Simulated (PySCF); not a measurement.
# C7H6N2 (SMILES Cc1cccc(C#N)n1): what the fields show

Input file:

```
{"job": {"kind": "nmr", "xc": "PBE0", "basis": "pcSseg-1"}, "charge": 0, "multiplicity": 1}
C     -2.228438    -0.853815     0.011190
C     -0.867213    -0.236841     0.020564
C     -0.692626     1.130278     0.253569
C      0.586224     1.656045     0.252276
C      1.660462     0.811565     0.019326
C      1.385089    -0.537437    -0.202150
C      2.463723    -1.433156    -0.442685
N      3.364904    -2.114673    -0.630932
N      0.154494    -1.043891    -0.201114
H     -2.846255    -0.391222    -0.756916
H     -2.716998    -0.702522     0.972475
H     -2.143286    -1.918048    -0.186769
H     -1.551140     1.759919     0.431042
H      0.749837     2.708891     0.430271
H      2.676811     1.172897     0.007941
```

Command:

```sh
OMP_NUM_THREADS=1 python probes_run.py task.json out
```

Geometry: GFN2-xTB.

The calculation used PySCF, PBE0/pcSseg-1, SCF density, gas phase, non-relativistic.

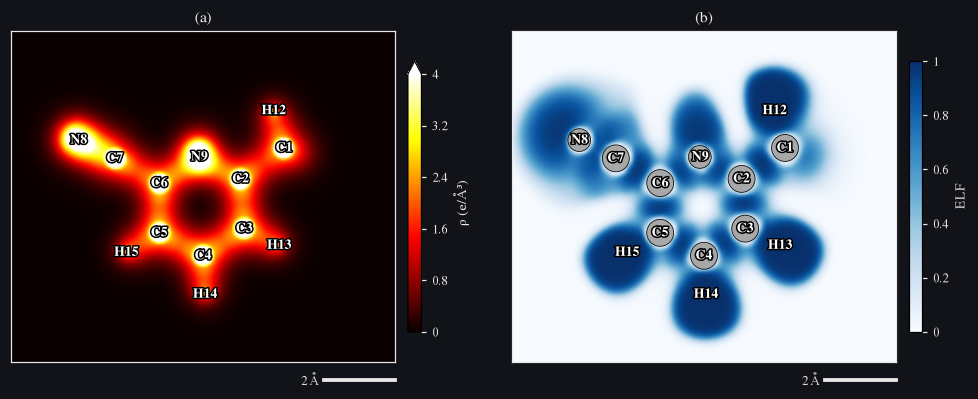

Figure 1. (a) electron density; (b) ELF on the plane of atoms C2, C3 and C4. Grey discs cover the atomic cores in the ELF map.

**Read the bonding off the picture.**

- Atoms in the plane: C, N and H.
- C–N (1.15 Å): ρ at the midpoint is about 3.6 e/Å³; the ELF peaks at about 0.85 between the atoms; a short, multiple covalent bond.
- C–C (1.38 Å): the density is about 2.1 e/Å³ at the midpoint; the ELF peaks at about 0.95 between the atoms: a covalent bond.
- C–H (1.08 Å): ρ at the midpoint is about 2.1 e/Å³; the ELF climbs to about 1 towards the hydrogen, as it does in any bond to H: a covalent bond by its length.
- C–N (1.32 Å): the density is about 2.5 e/Å³ at the midpoint; the ELF peaks at about 0.90 between the atoms: localised, covalent bonding.
- C–C (1.49 Å): ρ is about 1.8 e/Å³ halfway; the ELF peaks at about 0.95 between the atoms (a shared electron pair).
- The ELF also peaks beside N9 and N8, away from the bonds: lone-pair regions.

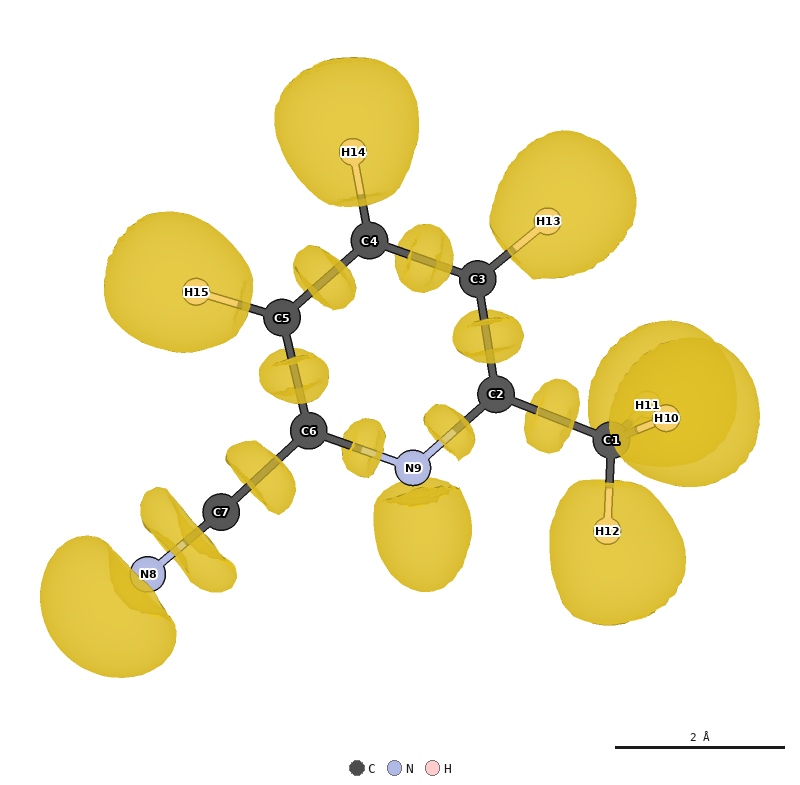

Figure 2. Isosurface of the electron localisation function at 0.8 (yellow), seen across its widest extent. Only the valence region is drawn (cores and ρ < 0.01 e/Å³ removed).

**Where are the electrons localised?**

The ELF exceeds this value in six regions between bonded C–C atoms (shared pairs), three regions between bonded C–N atoms (shared pairs), six regions around hydrogen nuclei and two lobes on N, pointing away from the bonds (lone pairs).

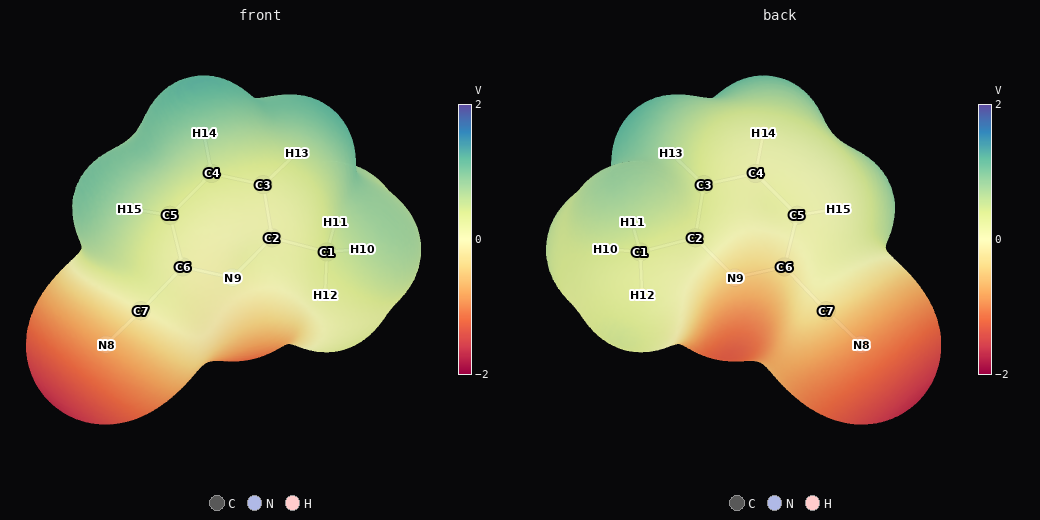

Figure 3. The electrostatic potential painted on the density surface at 0.001 e/bohr³, seen from the front and from behind; the colour scale runs from red (negative) to blue (positive).

**Where is the surface potential most negative and most positive?**

The most negative region (about −1.7 V) lies over N8, the most positive (about +1.2 V) over H13 and H14. N8 is the likeliest acceptor of a hydrogen bond.

**What dipole moment does the calculation give?**

Its dipole moment is 5.86 D.
